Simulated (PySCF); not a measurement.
# ErH3S3 (Er(SH)3): the cost of one run

Program: PySCF 2.14.0. Level of theory: several levels, as the steps say, no spin–orbit coupling. These are calculated values, not measurements.

1 further run of the same task is left out (for a known fault of the program).

**1. Starting geometry**

7 atoms, charge 0, spin multiplicity 1.

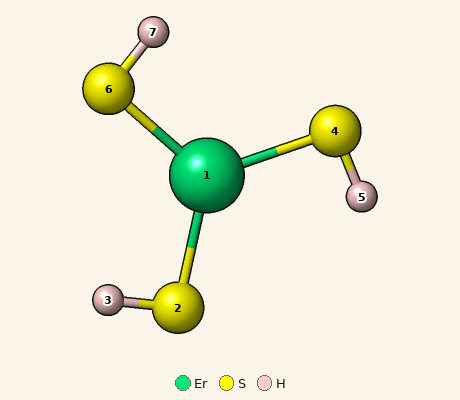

The structure; erbium green, sulfur yellow, hydrogen pink; atoms are numbered from 1 in the order of the file.

Geometry (Å):

| atom | x (Å) | y (Å) | z (Å) |
| --- | --- | --- | --- |
| Er1 | 0.00000 | 0.00000 | 0.85756 |
| S2 | 2.51690 | 0.42369 | 0.90057 |
| H3 | 2.83522 | -0.89278 | 0.94331 |
| S4 | -1.62538 | 1.96786 | 0.90057 |
| H5 | -0.64444 | 2.90176 | 0.94331 |
| S6 | -0.89153 | -2.39155 | 0.90057 |
| H7 | -2.19077 | -2.00898 | 0.94331 |

Formal oxidation states: Er +3. Each metal's 11 4f electrons lie in its core potential, so multiplicities, spins and levels count the valence alone. An earlier session relaxed this geometry at PBE0, Er lcecp-1-SVP with ECP57, S def2-SVP, H def2-SVP (singlet, point group C3).

At PBE0 on the finer grid: E = -1233.979851 Eh, HOMO -7.50 eV, LUMO -2.44 eV, Mulliken charge on Er1 +0.82 e, largest force component 0.005 eV/Å. 

Levels to run: TPSSh; B3LYP; PBE0, TZVP. Hardware: 2 threads of Arm Neoverse V1, shared host.

**2. TPSSh**

Input file run.py (the lines that set the calculation):

```python
mol = gto.M(atom='''
Er     0.00000     0.00000     0.85756
S      2.51690     0.42369     0.90057
H      2.83522    -0.89278     0.94331
S     -1.62538     1.96786     0.90057
H     -0.64444     2.90176     0.94331
S     -0.89153    -2.39155     0.90057
H     -2.19077    -2.00898     0.94331''',
    basis={'Er': 'lcecp-1-SVP', 'S': 'def2-SVP', 'H': 'def2-SVP'},
    ecp={'Er': 'lcecp-1-SVP'},
    charge=0, spin=0)
mf = dft.RKS(mol, xc='TPSSH')
mf.grids.atom_grid = (75, 302)  # f atoms: unpruned, at least (60, 302)
mf = mf.density_fit()  # fitting sets: Er AutoAux, S def2-universal-JKFIT, H def2-universal-JKFIT
mf.conv_tol = 1e-08; mf.max_cycle = 55
mf.kernel(dm0)  # dm0: the density of the relaxed state
```

Command:

```console
$ OMP_NUM_THREADS=2 python run.py
```

**Question.** How long does this run take on 2 threads of Arm Neoverse V1, shared host?

About 9 s.
